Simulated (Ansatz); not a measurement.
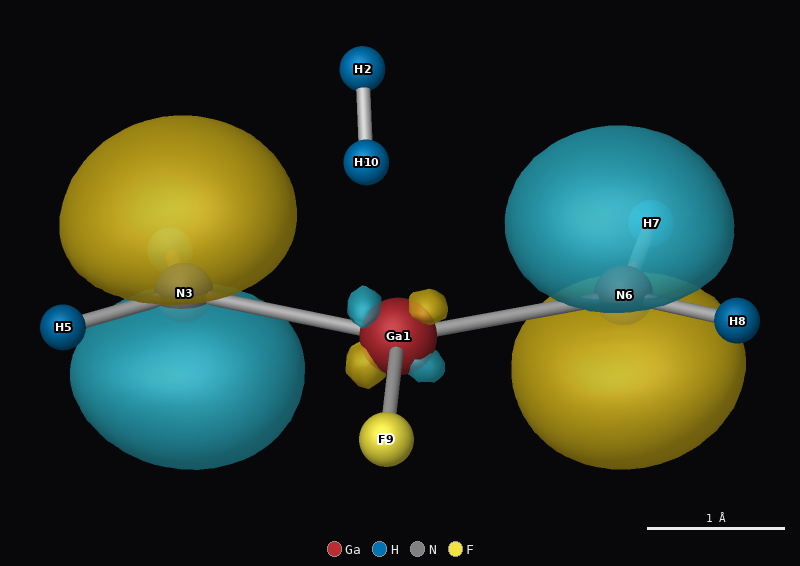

The picture shows: FGaH4N2···H2. The HOMO at ±0.15 Å⁻³ᐟ² (yellow and cyan are the two phases), seen from one side.

Not at a stationary point (largest force 1.8 eV/Å).

Computed with Ansatz, RKS CAM-B3LYP-D4/def2-SVP.

The calculation's input:

```
crystal:
  periodic: [false, false, false]
  atoms:
    - { symbol: Ga, position_ang: [0.0, 0.0, 0.0] }
    - { symbol: H, position_ang: [0.0, 0.0, 1.92] }
    - { symbol: "N", position_ang: [1.6714, 0.0, -0.965] }
    - { symbol: H, position_ang: [2.138, -0.9179, -1.2168] }
    - { symbol: H, position_ang: [2.1227, 0.9179, -1.2432] }
    - { symbol: "N", position_ang: [-1.6714, 0.0, -0.965] }
    - { symbol: H, position_ang: [-2.3403, -0.8164, -0.8664] }
    - { symbol: H, position_ang: [-1.9204, 0.8164, -1.5936] }
    - { symbol: F, position_ang: [0.0896, 1.8959, 0.6306] }
    - { symbol: H, position_ang: [0.048, 1.0157, 1.7717] }
basis:
  gaussian: { orbitals: def2-SVP }
hamiltonian:
  xc: cam_b3lyp
  dispersion: d4
relax:
  f_tol: 0.15
  max_steps: 25
  restrain:
    - { distance: [0, 8], at: 1.7, k: 30.0 }
    - { distance: [9, 1], at: 0.66, k: 30.0 }
    - { distance: [0, 1], at: 2.77, k: 30.0 }
    - { distance: [9, 8], at: 2.12, k: 30.0 }
output:
  orbitals: {}
```

Run with:

```sh
ansatz run input.yaml --threads 4 --pin off --max-ram 5120MiB --backend cpu --events-out ev --progress --plain --runs-dir out
```

The fields are those of the run's last geometry, not of the input's.

**What is the character of this orbital?**

Its weight (Hirshfeld) is mainly on N3 (about 40 %), N6 (about 40 %) and Ga1 (about 10 %); largely a combination of lone pairs on N3 and N6. Its energy is −8.27 eV.
